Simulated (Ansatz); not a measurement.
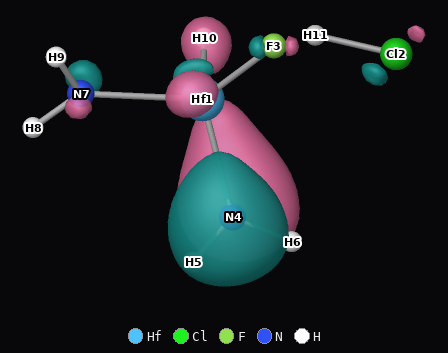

*FH5HfN2···HCl. The HOMO at ±0.15 Å⁻³ᐟ² (teal and pink are the two phases), seen at a tilt.*

Core potentials replace the inner electrons of Hf; not at a stationary point (largest force 1.0 eV/Å).

Computed with RKS PBE0-D4/def2-SVP in Ansatz.

Input file:

```
crystal:
  periodic: [false, false, false]
  atoms:
    - { symbol: Hf, position_ang: [0.0, 0.0, 0.0] }
    - { symbol: Cl, position_ang: [0.0, 0.0, 2.87] }
    - { symbol: F, position_ang: [1.8671, 0.0, -0.6593] }
    - { symbol: "N", position_ang: [-1.0409, 1.8034, -0.7359] }
    - { symbol: H, position_ang: [-2.061, 1.7482, -1.0186] }
    - { symbol: H, position_ang: [-0.5204, 2.7241, -0.8065] }
    - { symbol: "N", position_ang: [-1.0409, -1.8034, -0.7359] }
    - { symbol: H, position_ang: [-1.5759, -2.4197, -0.0595] }
    - { symbol: H, position_ang: [-1.0055, -2.0526, -1.7656] }
    - { symbol: H, position_ang: [-2.0403, 0.0, 0.6779] }
    - { symbol: H, position_ang: [-1.6936, 0.0, 1.7104] }
basis:
  gaussian: { orbitals: def2-SVP }
hamiltonian:
  xc: pbe0
  dispersion: d4
relax:
  f_tol: 0.15
  max_steps: 25
  restrain:
    - { distance: [0, 9], at: 1.85, k: 30.0 }
    - { distance: [10, 1], at: 1.37, k: 30.0 }
    - { distance: [0, 1], at: 3.72, k: 30.0 }
    - { distance: [10, 9], at: 1.86, k: 30.0 }
output:
  orbitals: {}
```

Launched as:

```sh
ansatz run input.yaml --threads 4 --pin off --max-ram 5120MiB --backend cpu --events-out ev --progress --plain --runs-dir out
```

The fields are those of the run's last geometry, not of the input's.

> What is the character of this orbital?

It lies mainly on N4 (about 65 %) and Hf1 (about 15 %). Its energy is −7.73 eV.
